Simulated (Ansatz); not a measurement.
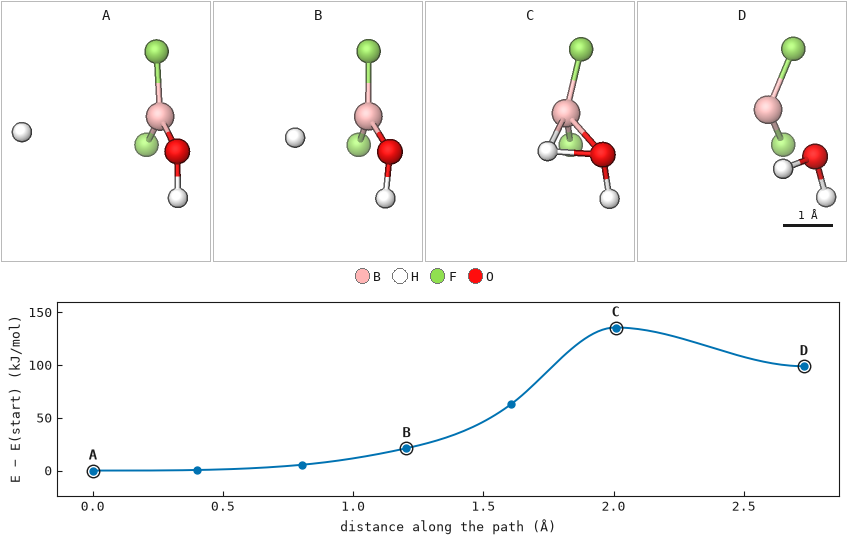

NEB run on BH$_{2}$OF$_{2}$ (multiplicity 2), made up at the start of BHOF₂ and H. Images are numbered from 0 (start) to 6 (end). Frames A to D are images 0, 3, 5, 6. The picture is a ball-and-stick view, seen at a tilt.

Theory: UKS B3LYP-D4/cc-pVDZ in Ansatz 0.2.0. Run with 5 movable images; climbing image; force threshold 0.03 eV/Å; iteration limit 60; starting path through a guess of the saddle point.

**Read off the barrier and say what moves.**

Breaking: B–O (1.35 → 1.84 Å). Forming: H–O (3.20 → 0.97 Å). Forward barrier 135.6 kJ/mol, backward barrier 36.7 kJ/mol, with image 5 at the top; the reaction energy is +98.9 kJ/mol. The band is converged. At the top, the vibrational analysis gives one imaginary mode (1171i cm⁻¹), as a transition state must have.

Limits of the set-up: the start holds two separate molecules, 3.0 Å apart at their closest, whose relative position is a soft coordinate.

Cost: 2.7 min on 2 threads of Arm Neoverse V1 (shared host), peak memory 0.15 GiB.
